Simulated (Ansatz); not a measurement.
# AlClH2···C2H6BF: what the fields show

Input

```
crystal:
  periodic: [false, false, false]
  atoms:
    - { symbol: Al, position_ang: [-0.6733, -2.4349, 0.4364] }
    - { symbol: F, position_ang: [-1.0413, -0.6467, -0.6207] }
    - { symbol: H, position_ang: [-0.8808, -3.624, -0.5012] }
    - { symbol: H, position_ang: [-1.1746, -2.3753, 1.8818] }
    - { symbol: B, position_ang: [0.2009, 0.4067, -0.2068] }
    - { symbol: Cl, position_ang: [1.5995, -1.1812, 0.2767] }
    - { symbol: C, position_ang: [-0.2331, 1.0541, 1.1623] }
    - { symbol: C, position_ang: [0.7218, 1.1462, -1.4933] }
    - { symbol: H, position_ang: [-0.6264, 0.2873, 1.8342] }
    - { symbol: H, position_ang: [-1.0203, 1.7901, 1.0143] }
    - { symbol: H, position_ang: [0.5861, 1.5535, 1.6708] }
    - { symbol: H, position_ang: [-0.05, 1.7973, -1.8977] }
    - { symbol: H, position_ang: [1.0076, 0.4576, -2.2835] }
    - { symbol: H, position_ang: [1.5839, 1.7692, -1.2733] }
basis:
  gaussian: { orbitals: "6-31G*" }
hamiltonian:
  xc: revpbe
  dispersion: d4
relax:
  f_tol: 0.15
  max_steps: 25
  restrain:
    - { distance: [0, 5], at: 2.23, k: 30.0 }
    - { distance: [4, 1], at: 1.41, k: 30.0 }
    - { distance: [0, 1], at: 3.08, k: 30.0 }
    - { distance: [4, 5], at: 3.16, k: 30.0 }
output:
  orbitals: {}
```

Run with:

```sh
ansatz run input.yaml --threads 2 --pin off --max-ram 3072MiB --backend cpu --events-out ev --progress --plain --runs-dir out
```

The fields are those of the run's last geometry, not of the input's.

Not at a stationary point (largest force 0.9 eV/Å).

Theory: RKS revPBE-D4/6-31G* in Ansatz 0.2.0.

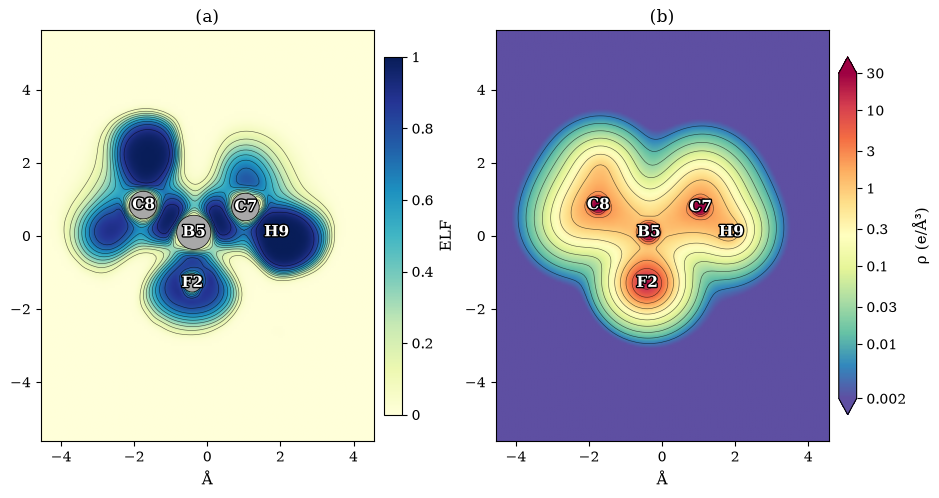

Figure 1. (a) electron localisation function; (b) electron density on the plane of atoms C7, B5 and C8. Grey discs cover the atomic cores in the ELF map.

**Read the bonding off the picture.**

Atoms in the plane: F, B, C and H. B–F (1.39 Å): the density is about 1.8 e/Å³ at the midpoint; the ELF peaks at about 0.85 between the atoms (a polar covalent bond). C–B (1.57 Å): ρ at the midpoint is about 1.4 e/Å³; the ELF peaks at about 1 between the atoms; a shared electron pair. C–H (1.10 Å): ρ at the midpoint is about 1.9 e/Å³; the ELF climbs to about 1 towards the hydrogen, as it does in any bond to H (a covalent bond by its length). The ELF also peaks beside F2, away from the bonds: lone-pair regions.

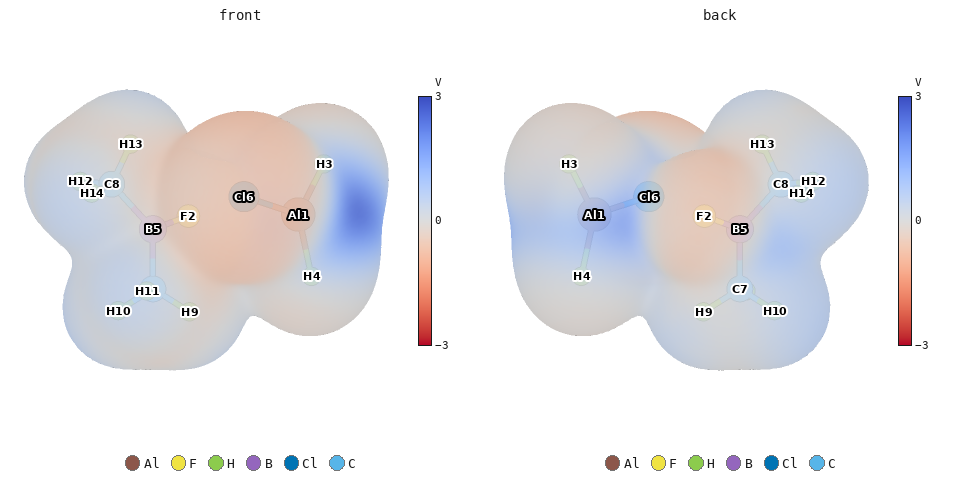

Figure 2. The molecular electrostatic potential painted on the density surface at 0.001 e/bohr³, seen from the front and from behind; red is negative and blue positive.

**Which sites attract a positive test charge, and which a negative one?**

A positive charge is drawn to the negative regions and a negative charge to the positive ones. The most negative region (about −0.7 V) lies over Cl6, the most positive (about +2.1 V) over Al1.

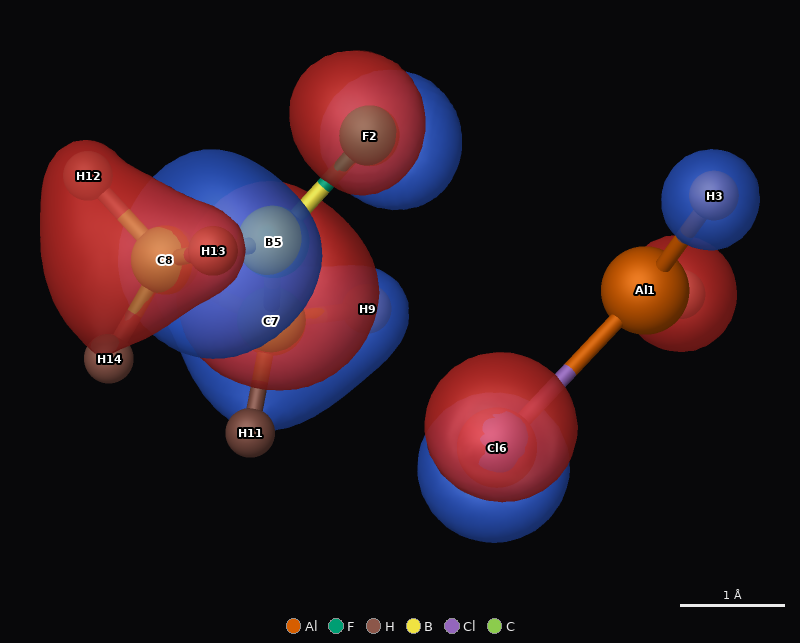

Figure 3. One frontier orbital at ±0.1 Å⁻³ᐟ² (blue and red are the two phases), seen from one side.

**Which orbital is it: HOMO or LUMO?**

The HOMO, at −7.01 eV. It lies mainly on C8 (about 20 %), C7 (about 20 %), F2 (about 15 %), B5 (about 15 %) and Cl6 (about 10 %).
